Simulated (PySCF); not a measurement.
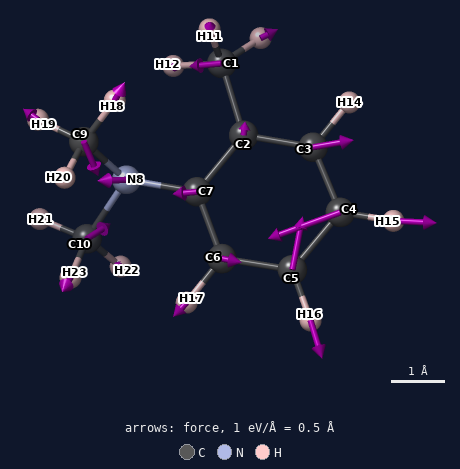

Starting geometry of C₉H₁₃N with the computed forces as purple arrows. The picture is a ball-and-stick view, seen face on.

The start comes from GFN2-xTB. Its atoms were then displaced at random by about 0.01 Å.

The calculation used PBE0-D3(BJ)/def2-SVP geometry optimisation, gas phase (PySCF 2.14.0, density-fitted response routines). 

**Is this structure relaxed? If not, where do the atoms go?**

It isn't relaxed: the largest force vector, on a C atom, is 2.96 eV/Å. The final displacements have little in common with the starting forces (cosine between the two patterns 0.19). The atom that moves furthest after the best rigid fit is an H atom (0.23 Å). By element the largest moves are H 0.23 Å, C 0.04 Å, N 0.03 Å. Near-neighbour distances that change, for instance: C–H 1.054 → 1.093 Å, C–N 1.477 → 1.446 Å, C–H 1.082 → 1.112 Å, C–C 1.418 → 1.391 Å. Bond angles that change, for instance: H–C–H 105.1° → 109.1°, C–C–H 123.7° → 120.2°, C–C–C 116.6° → 119.2°. After 8 geometry steps the energy has fallen by 24.4 kJ/mol. Cost: 3.6 min on 1 thread of Arm Neoverse V1, on a shared host.
